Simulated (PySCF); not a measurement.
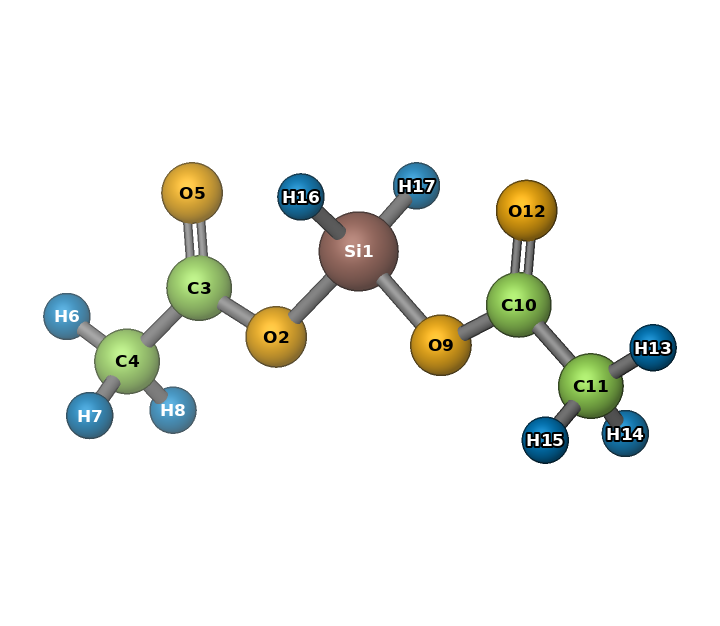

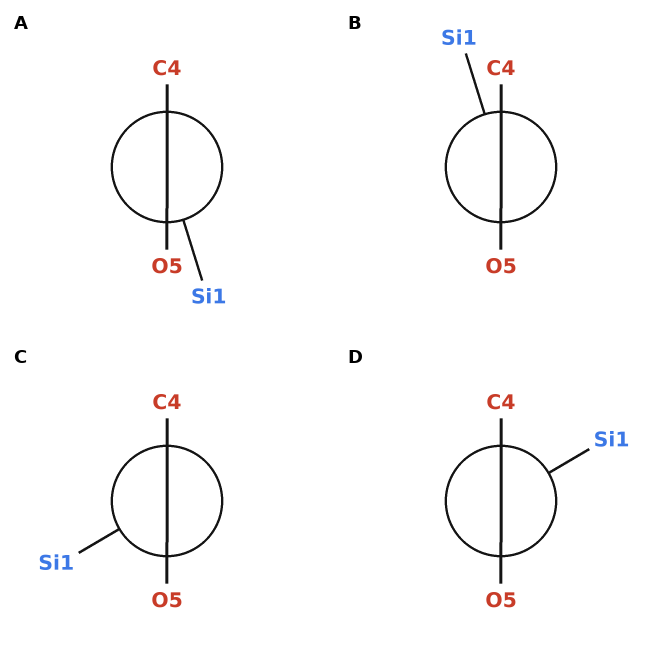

Depth is shown by fading: the farther an atom, the more it takes the colour of the background. Bonds that would overlap in a projection are set slightly apart. The geometry was computed by an optimisation with PBE0-D3(BJ)/def2-SVP. No frequency run is at hand to confirm it as a minimum.

### Which Newman projection shows the view along C3–O2, with C3 in front?

A. The torsion angle O5–C3–O2–Si1 is 0°, synperiplanar (eclipsed).
